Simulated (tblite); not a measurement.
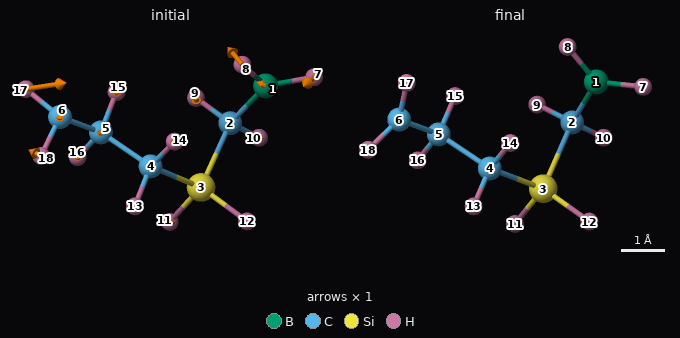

The structure of C4H12BSi (multiplicity 2) before (left) and after (right) a relaxation, at one scale. The orange arrows give the displacements, at their true length.

Style: ball-and-stick. Shown at a tilt.

The calculation used GFN2-xTB geometry optimisation, gas phase in tblite. 

Summarise the run.

Answer. The atom that moves furthest after the best rigid fit is H17 (1.30 Å). Largest moves by element: H 1.30 Å, B 0.24 Å, C 0.14 Å, Si 0.06 Å. Some distances before and after: C5–C6 1.521 → 1.468 Å, B1–C2 1.594 → 1.546 Å, C2–Si3 1.875 → 1.921 Å, C4–C5 1.513 → 1.552 Å. Among the angles between lasting bonds that change: C5–C6–H18 110.1° → 120.4°, C5–C6–H17 110.5° → 120.3°, H17–C6–H18 109.7° → 117.9°. Groups turn about B1–C2 by about 30°. The energy falls by 0.526 eV in 129 geometry steps. The run took 0.71 s on 1 thread of Arm Neoverse V2 (shared host).
